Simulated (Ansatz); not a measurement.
**One shape, several levels: CHF (SMILES [CH]F)**

Wanted: a comparison of 6 runs (B2PLYP/STO-3G, PBE/STO-3G, PBE0/STO-3G, RPA@PBE/STO-3G, CCSDT/STO-3G, CCSD/STO-3G) of CHF. 

Program for the calculation: Ansatz 0.2.0.

55 further runs of the same task are left out: 6 that didn't finish, 49 set aside as unsound or not needed.

**1. Starting point**

The species is CHF (3 atoms), meant as a singlet with charge 0. As SMILES, `[CH]F`. The F2–C1 distance was set to 1.974 Å, away from the relaxed value. At this shape a bond of the SMILES string is far longer than usual.

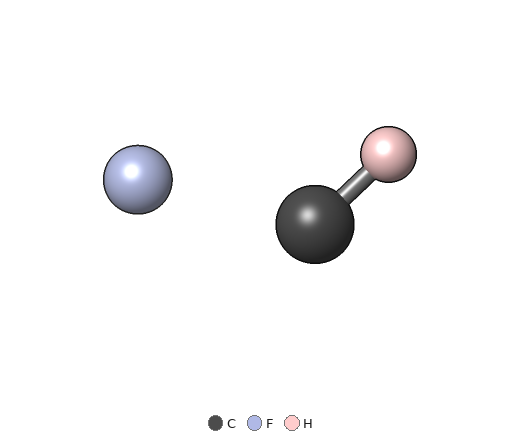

Viewed from a chosen angle; carbon dark grey, fluorine light blue, hydrogen pink.

**2. The energy at B2PLYP/STO-3G (run 1)**

The input, input.yaml:

```yaml
crystal:
  periodic: [false, false, false]
  atoms:
    - symbol: C
      position_ang: [-0.677034, -0.533156, -0.424660]
    - symbol: F
      position_ang: [0.969610, -0.011280, 0.530170]
    - symbol: H
      position_ang: [-1.390374, 0.196504, -0.742090]
basis:
  gaussian: {orbitals: STO-3G}
total_charge: 0
hamiltonian: {xc: {name: B2PLYP}}
correlation: {frozen_orbitals: {C: 1, F: 1, H: 0}}
accuracy: high
```

Run with:

```bash
$ ansatz run input.yaml --threads 1 --pin off --max-ram 2610MiB --events-out events.jsonl --progress --plain --runs-dir runs
```

Log:

```text
Warning: RAYON_NUM_THREADS=1 ignored (pool sized by the plan → 1); use --threads N
Functional definition: B2PLYP
  name "B2PLYP"
  parameter a = 0.53
  parameter c = 0.27
  exchange = (1 - a)*b88_x + a*exact_x
  correlation = (1 - c)*lyp_c + c*(mp2_os + mp2_ss)
166 factors; integrals over basis functions are off by at most 4.2e-8 eV
mean field evaluation 1: about -3697.1021 eV, gradient 2.6e1 eV
mean field evaluation 2: about -3697.1187 eV, gradient 2.6e1 eV
mean field evaluation 4: about -3702.2569 eV, gradient 1.2e1 eV
mean field evaluation 8: about -3702.7519 eV, gradient 7.9e0 eV
mean field evaluation 16: about -3703.0406 eV, gradient 5.4e-4 eV
mean field evaluation 32: about -3550.2278 eV, gradient 3.2e1 eV
mean field -3703.04055838 eV, -136.0842305095 hartree, gradient 4.5e-8 eV, S^2 0.000000; 0 other end points of the search recorded, 0 dependent functions left out; unrestricted orbitals would lower it
2 core orbitals not correlated: weight in the atoms' cores, before any rotation towards them, 1.000 or more for the frozen orbitals, at most 0.000 for the correlated occupied ones
reference -3703.04056958 eV, -136.0842309212 hartree; 6, 6 occupied and 3, 3 virtual orbitals, 166 factors
second order -4.26556934 eV of doubles, -0.00000000 eV of singles
Total energy: -3704.19227331 eV, -136.1265552523 hartree
```

Run time: 0.62 s. Hardware: 1 thread of Arm Neoverse V1, shared host.

**3. The energy at PBE/STO-3G (run 2)**

The input, in.yaml:

```yaml
crystal:
  periodic: [false, false, false]
  atoms:
    - {symbol: C, position_ang: [-0.677034, -0.533156, -0.424660]}
    - {symbol: F, position_ang: [0.969610, -0.011280, 0.530170]}
    - {symbol: H, position_ang: [-1.390374, 0.196504, -0.742090]}
basis:
  gaussian:
    orbitals: STO-3G
hamiltonian:
  xc: pbe
accuracy: high
```

Run with:

```bash
$ ansatz run in.yaml --threads 1 --pin off --max-ram 2610MiB --events-out events.jsonl --progress --plain --runs-dir runs
```

Log:

```text
Warning: RAYON_NUM_THREADS=1 ignored (pool sized by the plan → 1); use --threads N
Functional definition: PBE
  name "PBE"
  parameter kappa = 0.804
  parameter beta = 0.06672455060314922
  exchange = pbe_x(kappa = kappa, mu = beta*pi^2/3)
  correlation = pbe_c(beta = beta)
166 factors; integrals over basis functions are off by at most 4.2e-8 eV
mean field evaluation 1: about -3704.3872 eV, gradient 1.5e1 eV
mean field evaluation 2: about -3605.7118 eV, gradient 1.1e2 eV
mean field evaluation 4: about -3701.5567 eV, gradient 2.8e1 eV
mean field evaluation 8: about -3705.3930 eV, gradient 2.7e-1 eV
mean field evaluation 16: about -3689.0806 eV, gradient 6.3e1 eV
mean field -3705.39364808 eV, -136.1707049607 hartree, gradient 4.6e-8 eV, S^2 0.000000; 3 other end points of the search recorded, 0 dependent functions left out
reference -3705.39364913 eV, -136.1707049995 hartree; 8, 8 occupied and 3, 3 virtual orbitals, 166 factors
Total energy: -3705.39364913 eV, -136.1707049995 hartree
```

Wall time 0.74 s (1 thread of Arm Neoverse V1, shared host).

**4. The energy at PBE0/STO-3G (run 3)**

The input, molecule.yaml:

```yaml
crystal:
  periodic: [false, false, false]
  atoms:
    - {symbol: C, position_ang: [-0.677034, -0.533156, -0.424660]}
    - {symbol: F, position_ang: [0.969610, -0.011280, 0.530170]}
    - {symbol: H, position_ang: [-1.390374, 0.196504, -0.742090]}
basis:
  gaussian:
    orbitals: STO-3G
hamiltonian:
  xc: pbe0
accuracy: high
```

Run with:

```bash
$ ansatz run molecule.yaml --threads 1 --pin off --max-ram 2610MiB --events-out events.jsonl --progress --plain --runs-dir runs
```

Log:

```text
Warning: RAYON_NUM_THREADS=1 ignored (pool sized by the plan → 1); use --threads N
Functional definition: PBE0
  name "PBE0"
  parameter a = 0.25
  parameter kappa = 0.804
  parameter beta = 0.06672455060314922
  exchange = (1 - a)*pbe_x(kappa = kappa, mu = beta*pi^2/3) + a*exact_x
  correlation = pbe_c(beta = beta)
166 factors; integrals over basis functions are off by at most 4.2e-8 eV
mean field evaluation 1: about -3701.1597 eV, gradient 2.6e1 eV
mean field evaluation 2: about -3594.0169 eV, gradient 1.1e2 eV
mean field evaluation 4: about -3702.3182 eV, gradient 2.3e1 eV
mean field evaluation 8: about -3702.7850 eV, gradient 2.1e1 eV
mean field evaluation 16: about -3705.2459 eV, gradient 5.8e-6 eV
mean field -3705.24593922 eV, -136.1652767606 hartree, gradient 2.6e-8 eV, S^2 0.000000; 0 other end points of the search recorded, 0 dependent functions left out
reference -3705.24594002 eV, -136.1652767900 hartree; 8, 8 occupied and 3, 3 virtual orbitals, 166 factors
Total energy: -3705.24594002 eV, -136.1652767900 hartree
```

Wall time 0.5 s (1 thread of Arm Neoverse V1, shared host).

Runs 4 to 5 aren't shown in full; the table further down has their settings and results.

**5. The energy at CCSD/STO-3G (run 6)**

Edit molecule.yaml of step 4 so:

```diff
@@ -9,4 +9,7 @@
     orbitals: STO-3G
-hamiltonian:
-  xc: pbe0
+correlation:
+  method: ccsd
+  frozen_orbitals: {C: 1, F: 1, H: 0}
 accuracy: high
+scf:
+  omitted_lower_state_checks: [cluster_reference, increment]
```

Run with:

```bash
$ ansatz run molecule.yaml --threads 1 --pin off --max-ram 2610MiB --events-out events.jsonl --progress --plain --runs-dir runs
```

Log:

```text
Warning: RAYON_NUM_THREADS=1 ignored (pool sized by the plan → 1); use --threads N
[... 13 lines left out ...]
2 core orbitals not correlated: weight in the atoms' cores, before any rotation towards them, 1.000 or more for the frozen orbitals, at most 0.000 for the correlated occupied ones
[... 40 lines left out ...]
WARN: these amplitudes may be one of several solutions (largest doubles amplitude 0.37, level shift 1.49 eV)
Total energy: -3695.97525990 eV, -135.8245855792 hartree
Checks for a lower state left out: cluster_reference, increment
```

Wall time 0.16 s (1 thread of Arm Neoverse V1, shared host).

**6. The series**

| run | level | frozen core orbitals | energy (Eh) | wall time |
| --- | --- | --- | --- | --- |
| 1 | B2PLYP/STO-3G | 2 | -136.126555 | 0.62 s |
| 2 | PBE/STO-3G | – | -136.170705 | 0.74 s |
| 3 | PBE0/STO-3G | – | -136.165277 | 0.5 s |
| 4 | RPA@PBE/STO-3G | 2 | -135.897010 | 1.1 s |
| 5 | CCSDT/STO-3G | 2 | -135.831559 | 0.28 s |
| 6 | CCSD/STO-3G | 2 | -135.824586 | 0.16 s |

**7. Outcome**

| quantity | value |
| --- | --- |
| run 6: total energy | -135.82459 Eh |
| run 6: correlation energy (2 core orbitals frozen) | -160.5 mEh |
| run 6: T1 diagnostic | 0.031 |

What this shows: Totals of different functionals can't be ranked against each other. In run 6 the T1 diagnostic is large, so a single reference may not serve. In runs 1, 4, 5, 6 the log says that unrestricted orbitals would lower the reference, so the values rest on an unstable closed-shell determinant (other closed-shell runs at this shape may share the fault). In runs 1, 2, 3, 4, 5, 6 the basis is minimal, so the values are rough. All runs together took 3.4 s, the longest 1.1 s.
